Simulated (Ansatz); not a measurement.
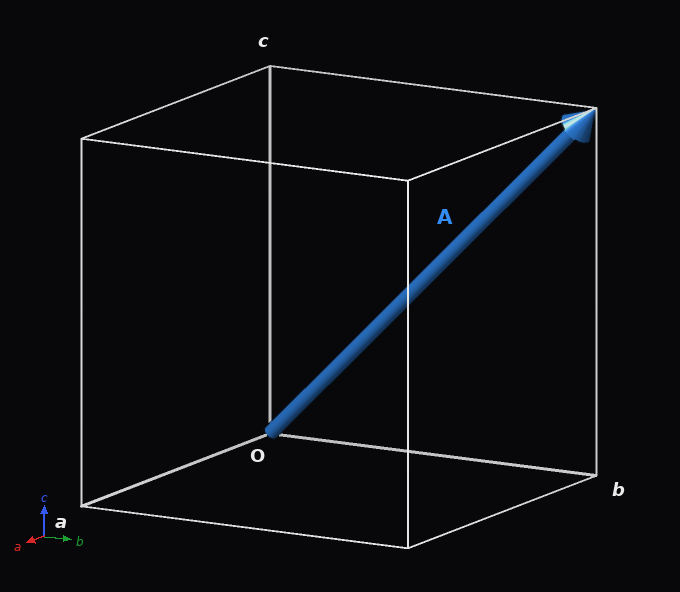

The arrow starts at a corner of the unit cell and ends on its surface; where a tip isn't a corner, dashed lines run from it parallel to the axes. Crystal: MgO, the input geometry of an electronic-structure calculation (not necessarily at equilibrium); the starting structure was generated, so it need not be a known form of this composition. All values are computed from the atomic coordinates in the standard setting (tolerance 0.002 Å).

a = 4.204 Å, b = 4.204 Å, c = 4.204 Å, α = 90.00°, β = 90.00°, γ = 90.00°.

**Index the direction.**

Arrow A runs from (0, 0, 0) to (0, 1, 1), so [0 1 1].

**How long is the vector ua + vb + wc?**

5.946 Å.

**In No. 225, Fm-3m, how many directions are equivalent to A (Laue class m-3m, both senses counted)?**

12.
